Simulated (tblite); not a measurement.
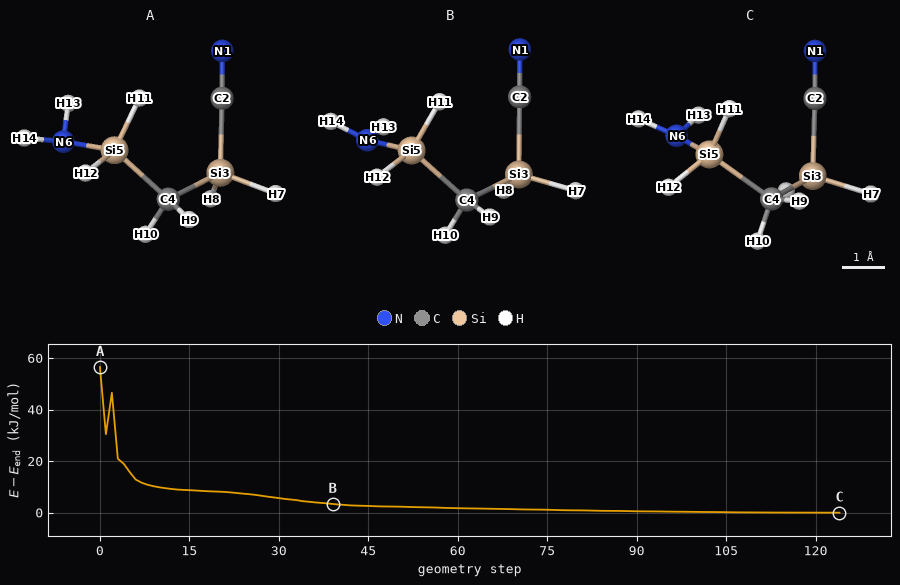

Frames of a relaxation of C$_{2}$H$_{8}$N$_{2}$Si$_{2}$, marked on the history of the run. Style: ball-and-stick. Shown at a tilt.

Computed with GFN2-xTB geometry optimisation, gas phase in tblite 0.8.0. 

> What happens along the run?

H13 moves most after the best rigid fit: 0.81 Å. By element the largest moves are H 0.81 Å, N 0.35 Å, Si 0.24 Å, C 0.23 Å. Among the contacts that change: C4–Si5 1.832 → 1.910 Å, C2–Si3 1.799 → 1.872 Å, Si3–C4 1.832 → 1.892 Å, Si5–N6 1.777 → 1.723 Å. Bond angles that change, for instance: Si5–N6–H14 107.4° → 117.6°, C2–Si3–H8 113.0° → 104.7°, Si5–N6–H13 111.4° → 118.2°. Groups turn about C4–Si5 by about 40°, Si5–N6 by about 35°, Si3–C4 by about 25°. The energy falls by 56.5 kJ/mol in 124 geometry steps. Cost: 1.4 s on 1 thread of Arm Neoverse N1, with other jobs on the host. From step 0 to 39: H13 moves most (0.72 Å), energy −53.1 kJ/mol. From step 39 to 124: H10 moves most (0.53 Å), energy −3.39 kJ/mol.

```
step  E − E(0), kJ/mol
   0              0.00
   1            -26.08
   2             -9.97
   3            -35.56
   4            -37.59
   5            -40.79
   6            -43.67
   7            -44.90
   8            -45.70
   9            -46.26
  10            -46.69
  16            -47.92
  22            -48.68
  28            -50.26
  34            -52.07
  40            -53.37
  46            -54.01
  52            -54.31
  58            -54.68
  64            -54.94
  70            -55.21
  76            -55.45
  82            -55.69
  88            -55.89
  94            -56.06
 100            -56.23
 106            -56.37
 112            -56.46
 118            -56.50
 124            -56.52
```
